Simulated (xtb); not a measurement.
**Frequency calculation of HfH$_{4}$O$_{2}$F$_{4}$ (part 1 of 2)**

HfH$_{4}$O$_{2}$F$_{4}$ (trans-Hf(H2O)2F4), computed with GFN2-xTB (xtb 6.7.1 later snapshot).

The geometry was optimised with GFN2-xTB.

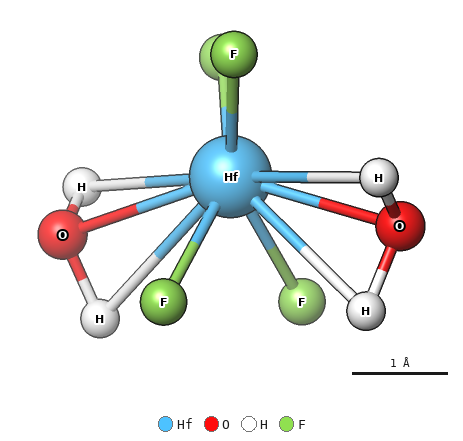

Fig. 1: The structure (ball-and-stick view, seen at a tilt). Sticks mark near contacts.

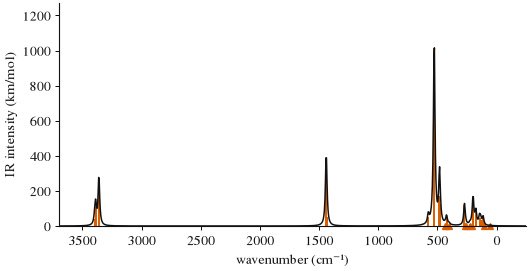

Fig. 2: Harmonic infrared spectrum, unscaled: sticks (degenerate modes added up, dark ones marked on the axis) with a Lorentzian envelope of 16 cm⁻¹ full width, scaled to the tallest stick. 27 modes from 53 to 3396 cm⁻¹, none imaginary. The strongest line is at 527 cm⁻¹ (1015 km/mol).

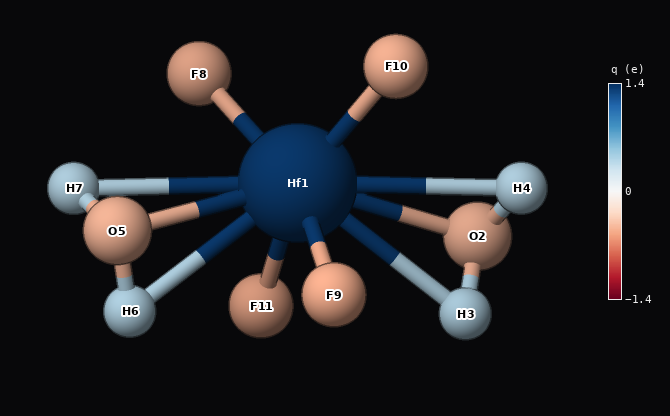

Fig. 3: Mulliken charges, as the colour of each atom (ball-and-stick view, seen on its broad side; atoms are numbered from 1 in the order of the input). By element: Hf +1.34, O −0.47, H +0.39 to +0.40 and F −0.51 to −0.49 e.

These pictures come from the run below.

### Input file (struc.xyz)
```
11

Hf     0.297374     0.248061    -0.012806
O     -0.082057    -0.070944     2.130039
H     -0.971837    -0.404209     1.913525
H     -0.193448     0.866846     2.373562
O     -0.193124    -0.158546    -2.118051
H     -0.667661    -0.963804    -1.842373
H      0.696093    -0.447081    -2.395867
F      1.964288     0.188986    -0.855612
F     -1.566760     0.425775     0.031612
F      0.579971     1.932620     0.745358
F      0.137161    -1.617715     0.030613
```

### File input.inp
```
$chrg 0
$spin 0
$symmetry
   desy=0.3
$end
```

Run as:
```bash
xtb struc.xyz --gfn2 --hess --input input.inp > out.txt 2> xtb.err
```

### Output
```
* xtb version 6.7.1
   ID    Z sym.   atoms
    1   72 Hf     1
    2    8 O      2, 5
    3    1 H      3, 4, 6, 7
    4    9 F      8-11

           -------------------------------------------------
          |                Calculation Setup                |
           -------------------------------------------------

          program call               : xtb struc.xyz --gfn2 --hess --input input.inp
          coordinate file            : struc.xyz
          omp threads                :                     1

molecular fragmentation (1/2 indicates fragments):
11111111222
# atoms in fragment 1/2:     8     3
 fragment masses (1/2) :      233.51       57.00
CMA distance (Bohr)    :   1.392
constraining FC (au)   :  0.0500

           -------------------------------------------------
          |                 G F N 2 - x T B                 |
           -------------------------------------------------

      * Hamiltonian:
        H0-scaling (s, p, d)           1.850000    2.230000    2.230000
        zeta-weighting                 0.500000
      * Dispersion:
        s8                             2.700000
        a1                             0.520000
        a2                             5.000000
        s9                             5.000000
      * Repulsion:
        kExp                           1.500000    1.000000
        rExp                           1.000000
      * Coulomb:
        alpha                          2.000000
        third order                    shell-resolved
        anisotropic                    true
        a3                             3.000000
        a5                             4.000000
        cn-shift                       1.200000
        cn-exp                         4.000000
        max-rad                        5.000000

          ...................................................
          :                      SETUP                      :
          :.................................................:
          :  # basis functions                  38          :
          :  # atomic orbitals                  37          :
          :  # shells                           19          :
          :  # electrons                        48          :
          :  max. iterations                   250          :
          :  Hamiltonian                  GFN2-xTB          :
          :  restarted?                      false          :
          :  GBSA solvation                  false          :
          :  PC potential                    false          :
          :  electronic temp.          300.0000000     K    :
          :  accuracy                    1.0000000          :
          :  -> integral cutoff          0.2500000E+02      :
          :  -> integral neglect         0.1000000E-07      :
          :  -> SCF convergence          0.1000000E-05 Eh   :
          :  -> wf. convergence          0.1000000E-03 e    :
          :  Broyden damping             0.4000000          :
          :  net charge                          0          :
          :  unpaired electrons                  0          :
          ...................................................

 iter      E             dE          RMSdq      gap      omega  full diag
   1    -23.5179894 -0.235180E+02  0.198E+01    0.34       0.0  T
   2    -28.6040056 -0.508602E+01  0.165E+01   14.45       1.0  T
   3    -30.2255288 -0.162152E+01  0.107E+01    8.82       1.0  T
   4    -30.6854535 -0.459925E+00  0.856E+00    7.00       1.0  T
   5    -30.9620035 -0.276550E+00  0.334E+00    7.09       1.0  T
   6    -31.0828377 -0.120834E+00  0.109E+00    5.03       1.0  T
   7    -31.0758170  0.702063E-02  0.151E+00    4.92       1.0  T
   8    -31.1018878 -0.260708E-01  0.206E-01    5.78       1.0  T
   9    -31.1001554  0.173241E-02  0.276E-01    6.09       1.0  T
  10    -31.1020827 -0.192726E-02  0.600E-02    5.91       1.0  T
  11    -31.1020974 -0.147590E-04  0.260E-02    5.90       1.2  T
  12    -31.1020982 -0.772288E-06  0.608E-03    5.90       5.0  T
  13    -31.1020982 -0.164296E-07  0.114E-03    5.91      26.5  T
  14    -31.1020982 -0.190404E-07  0.298E-04    5.91     101.1  T
  15    -31.1020982 -0.174238E-08  0.874E-05    5.91     345.0  T

   *** convergence criteria satisfied after 15 iterations ***

         #    Occupation            Energy/Eh            Energy/eV
      -------------------------------------------------------------
         1        2.0000           -0.8830162             -24.0281
       ...           ...                  ...                  ...
        18        2.0000           -0.4809206             -13.0865
        19        2.0000           -0.4798430             -13.0572
        20        2.0000           -0.4787492             -13.0274
        21        2.0000           -0.4772734             -12.9873
        22        2.0000           -0.4745367             -12.9128
        23        2.0000           -0.4744666             -12.9109
        24        2.0000           -0.4733094             -12.8794 (HOMO)
        25                         -0.2562812              -6.9738 (LUMO)
        26                         -0.2454944              -6.6802
        27                         -0.2428102              -6.6072
        28                         -0.2182723              -5.9395
        29                         -0.1065508              -2.8994
       ...                                ...                  ...
        37                          1.2492065              33.9926
      -------------------------------------------------------------
                  HL-Gap            0.2170282 Eh            5.9056 eV
             Fermi-level           -0.3647953 Eh           -9.9266 eV

 SCC (total)                   0 d,  0 h,  0 min,  0.012 sec
 SCC setup                      ...        0 min,  0.000 sec (  0.764%)
 Dispersion                     ...        0 min,  0.000 sec (  0.394%)
 classical contributions        ...        0 min,  0.000 sec (  0.090%)
 integral evaluation            ...        0 min,  0.001 sec ( 12.376%)
 iterations                     ...        0 min,  0.007 sec ( 59.846%)
 molecular gradient             ...        0 min,  0.003 sec ( 25.677%)
 printout                       ...        0 min,  0.000 sec (  0.739%)

         :::::::::::::::::::::::::::::::::::::::::::::::::::::
         ::                     SUMMARY                     ::
         :::::::::::::::::::::::::::::::::::::::::::::::::::::
         :: total energy             -31.018890346181 Eh    ::
         :: gradient norm              0.000045369427 Eh/a0 ::
         :: HOMO-LUMO gap              5.905638201990 eV    ::
         ::.................................................::
         :: SCC energy               -31.102089941387 Eh    ::
         :: -> isotropic ES            0.095687136813 Eh    ::
         :: -> anisotropic ES         -0.004598830897 Eh    ::
         :: -> anisotropic XC         -0.003074795595 Eh    ::
         :: -> dispersion             -0.005149945549 Eh    ::
         :: repulsion energy           0.083199595206 Eh    ::
         :: add. restraining           0.000000000000 Eh    ::
         :: total charge              -0.000000000000 e     ::
         :::::::::::::::::::::::::::::::::::::::::::::::::::::

           -------------------------------------------------
          |                Numerical Hessian                |
           -------------------------------------------------
step length          :   0.00500
SCC accuracy         :   0.30000
Hessian scale factor :   1.00000
frozen atoms in %    :   0.00000    0
RMS gradient         :   0.00005
estimated CPU  time      0.01 min

writing file <hessian>, containing the non-mass-weighted Hessian matrix in atomic units (Eₕ/Bohr²).

 projected vibrational frequencies (cm⁻¹)
eigval :       -0.00    -0.00     0.00     0.00     0.00     0.00
eigval :       53.34   108.18   114.35   134.45   144.48   175.35
eigval :      198.89   199.26   208.95   225.91   260.54   268.65
eigval :      271.35   400.32   422.81   428.95   437.03   480.77
eigval :      483.09   527.32   576.82  1436.65  1439.99  3359.44
eigval :     3360.72  3387.65  3395.91
           -------------------------------------------------
          |                Property Printout                |
           -------------------------------------------------

    * Orbital Energies and Occupations
```
